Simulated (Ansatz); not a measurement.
FGaHSi2 (charge +1, triplet)

The calculation's input:

```
crystal:
  periodic: [false, false, false]
  atoms:
    - {symbol: F, position_ang: [-2.026684, -2.767854, 1.583434]}
    - {symbol: Ga, position_ang: [-1.221119, -2.842673, -1.092389]}
    - {symbol: Si, position_ang: [-1.126559, -1.456195, 2.003874]}
    - {symbol: Si, position_ang: [0.096644, -0.641410, 0.209378]}
    - {symbol: H, position_ang: [-1.385661, -1.195175, 3.445138]}
basis:
  gaussian:
    orbitals: def2-TZVPD
total_charge: 1
magnetization:
  spin_polarized: true
  initial_magnetization: 2
hamiltonian:
  xc: pbe0
output: {forces: true, orbitals: {seedname: orbitals}}
```

Run with:

```sh
ansatz run input.yaml --threads 2 --pin off --max-ram 4350MiB --events-out events.jsonl --progress --plain --runs-dir runs
```

Geometry: B3LYP-D3(BJ)/def2-SVP.

All numbers below come from isolated molecule in a Gaussian basis; Kohn-Sham density functional theory, functional PBE0 in Ansatz 0.2.0.

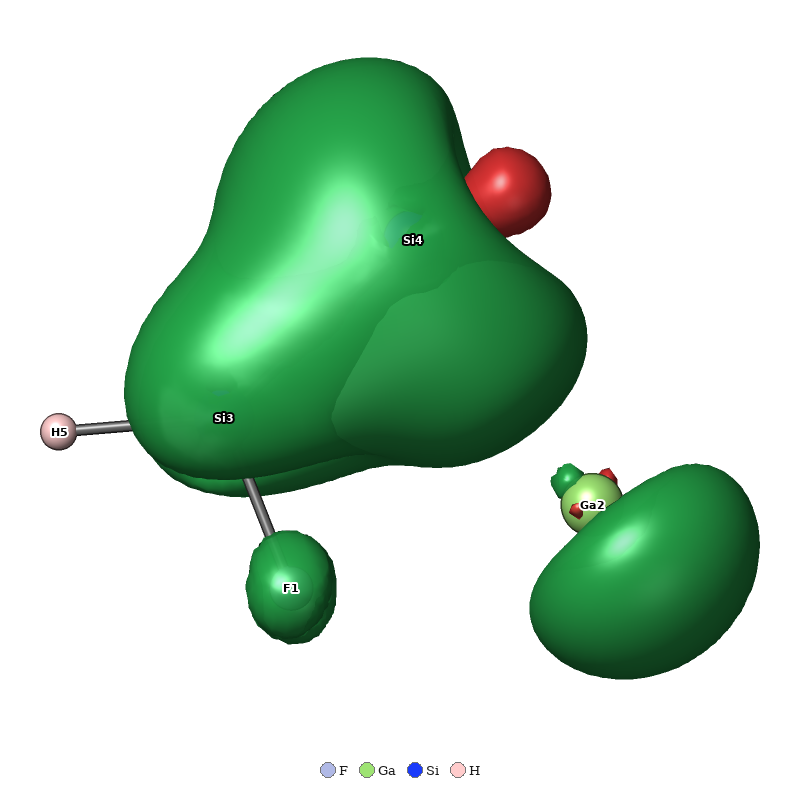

Figure 1. Isosurfaces of the spin density at +0.02 (green) and −0.02 e/Å³ (red), seen across its widest extent.

Where is the unpaired spin?

The unpaired spin (2 electrons) lies mostly on Si4 (about 1.0), Si3 (about 0.5) and Ga2 (about 0.4), in electrons by Hirshfeld's partition.

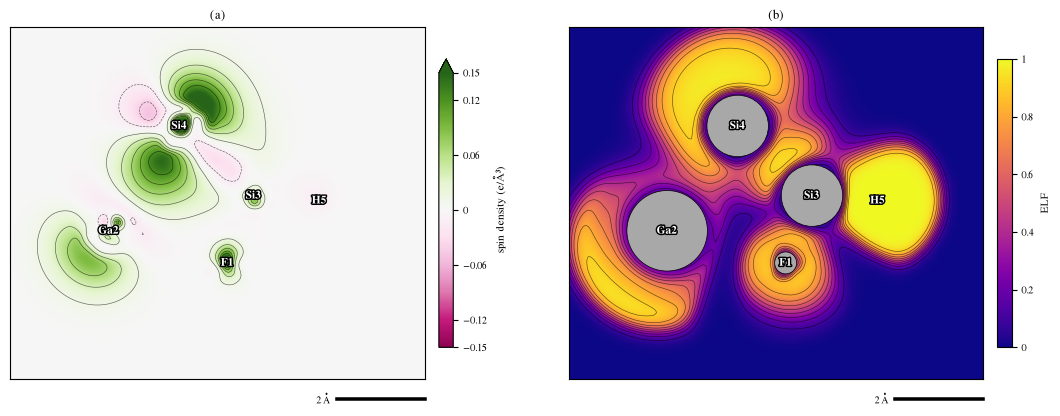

Figure 2. (a) spin density (α minus β); (b) ELF on the molecular plane. Grey discs cover the atomic cores in the ELF map.

What does the map show?

The plane passes through F, Ga, Si and H nuclei.
Ga2···F1 (2.80 Å): the ELF dips to about 0.05 between them.
Si–F (1.65 Å): the ELF peaks at about 0.85 in the valence shell of F, 0.6 Å from its nucleus, and is about 0.55 at the midpoint.
Si–Si (2.32 Å): the ELF peaks at about 0.95 between the atoms: localised, covalent bonding.
Ga–Si (2.88 Å): the ELF peaks at about 0.80 in the valence shell of Si, 1.1 Å from its nucleus, and is about 0.65 at the midpoint.
Si–H (1.49 Å): the ELF climbs to about 1 towards the hydrogen, as it does in any bond to H.
The ELF also peaks beside F1 and Si4, away from the bonds: non-bonding electrons, paired or unpaired.

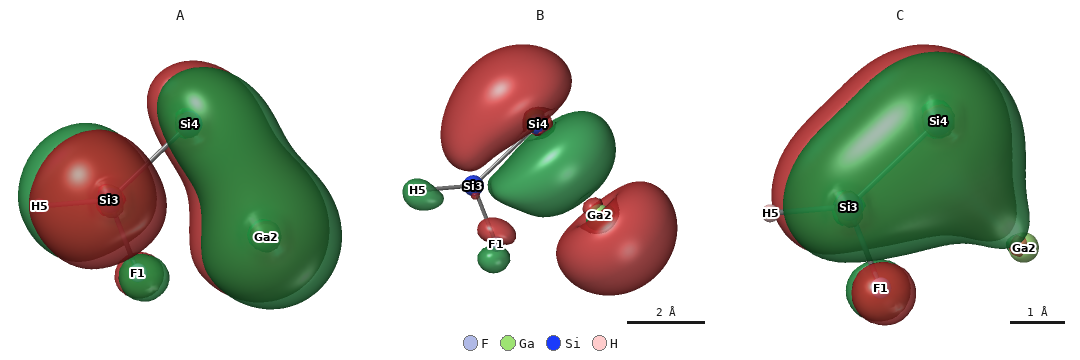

Figure 3. Three frontier orbitals at ±0.06 Å⁻³ᐟ² (green and red are the two phases), in no order.

Order the three orbitals by energy and name them. All are α orbitals.

C is the HOMO−1 (α) (−11.34 eV). Its weight (Hirshfeld) is mainly on Si4 (about 50 %), Si3 (about 40 %) and Ga2 (about 5 %); it changes sign across the molecular plane (π type); π-bonding across Si3–Si4. B is the HOMO (α) (−11.00 eV). Its weight (Hirshfeld) is mainly on Si4 (about 50 %), Ga2 (about 35 %) and Si3 (about 10 %); it is symmetric in the molecular plane (an in-plane orbital: σ, lone-pair or in-plane π type). A is the LUMO (α) (−7.26 eV). Its weight (Hirshfeld) is mainly on Si3 (about 35 %), Ga2 (about 35 %) and Si4 (about 20 %); it changes sign across the molecular plane (π type); π-antibonding (a node) across Si3–Si4.

What is the gap between the highest occupied and lowest empty α orbitals?

3.74 eV between the orbital energies.
